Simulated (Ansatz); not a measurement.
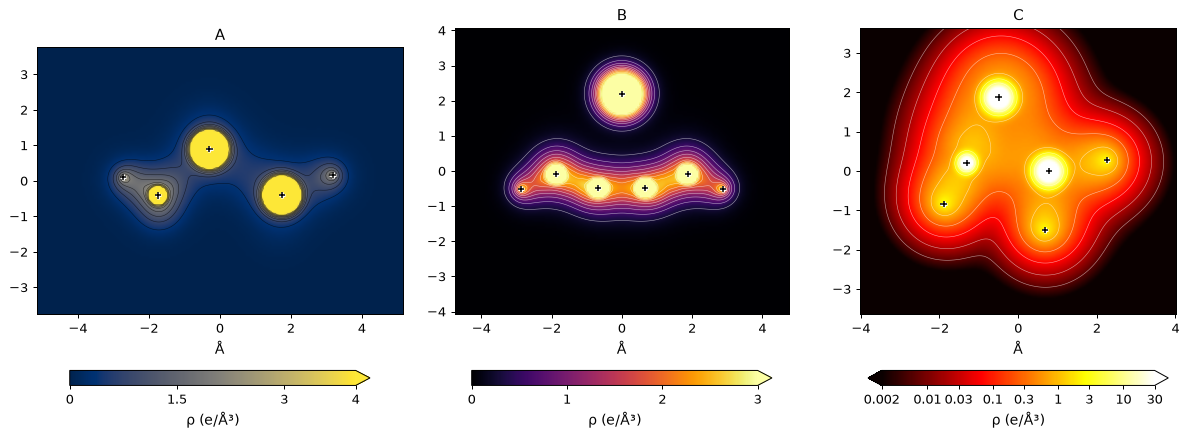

The total electron density of 3 systems, each on a plane through atoms (crosses mark nuclei in the plane).

All numbers below come from isolated molecule in a Gaussian basis; Kohn-Sham density functional theory, functional PBE0 (Ansatz).

System 1: C4H2K (doublet), the molecular plane. Geometry: B3LYP-D3(BJ)/def2-SVP.

```tsv
atom	x (Å)	y (Å)	z (Å)
C	-0.6766	0.7256	-0.4689
C	1.2573	-0.9715	-0.3328
C	-1.2218	1.8423	-0.2011
C	0.2077	-0.2782	-0.5159
K	1.4669	1.6516	1.0283
H	-2.1545	2.3648	-0.4088
H	1.6472	-1.9498	-0.6106
```

System 2: CH6F2Ge2, the plane of atoms Ge4, C1 and H7. Geometry: r2SCAN-D4/def2-SVP.

```xyz
11

C     1.1837    0.4134    0.6718
F    -0.4913   -2.7700   -0.6066
F    -0.6879   -0.7505   -2.4415
Ge   -0.7621    0.2893    0.7493
Ge   -1.3890   -1.3122   -0.9451
H     1.6259   -0.5737    0.8691
H     1.5523    1.1304    1.4197
H     1.4939    0.7447   -0.3297
H    -1.4357    1.6348    0.4367
H    -1.2510   -0.2144    2.1164
H    -2.8207   -1.7594   -1.2839
```

System 3: BH3Si2, the molecular plane. Geometry: r2SCAN-D4/def2-SVP.

```yaml
atoms:
  - { symbol: B, position_ang: [-0.1492, -0.9536, 0.1451] }
  - { symbol: Si, position_ang: [-1.4317, -0.6043, -1.1472] }
  - { symbol: Si, position_ang: [-0.2701, 1.1122, -0.2201] }
  - { symbol: H, position_ang: [0.6678, -1.2425, 0.9763] }
  - { symbol: H, position_ang: [0.8016, 1.4015, 0.7899] }
  - { symbol: H, position_ang: [-0.6604, 2.4526, -0.7609] }
```

**Match each panel to its system.**

Panel A is system 2, CH6F2Ge2: the plane holds C, Ge and H. C–Ge (1.95 Å): the density is about 0.87 e/Å³ at the midpoint. Panel B is system 1, C4H2K: the plane holds C, K and H. C–C (1.27 Å): the density is about 2.5 e/Å³ at the midpoint. Panel C is system 3, BH3Si2: the plane holds B, Si and H. Si–B (1.85 Å): the density is about 0.85 e/Å³ at the midpoint.
